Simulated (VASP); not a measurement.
Band structure of ZrO2 (fluorite). Level of theory: AM05 GGA, VASP's PBE PAW potentials (set 64) (plane waves; VASP).

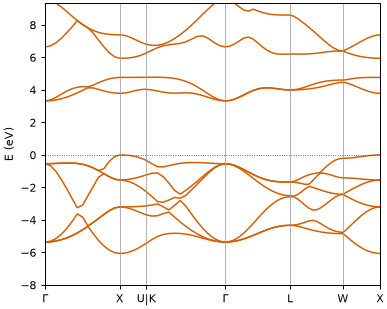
Bands along high-symmetry lines, zero at the valence-band maximum or, without a gap, the Fermi level

Question: Read the plot: is there a gap, and where are the band edges?

Answer: The gap is indirect, 3.32 eV, from the valence maximum at X to the conduction minimum at Γ. (Edges off the drawn lines would not show.)

The compound is ZrO2 in the fluorite structure, the high-temperature cubic form, which is unstable at 0 K; the monoclinic form is the stable one. It was relaxed first.
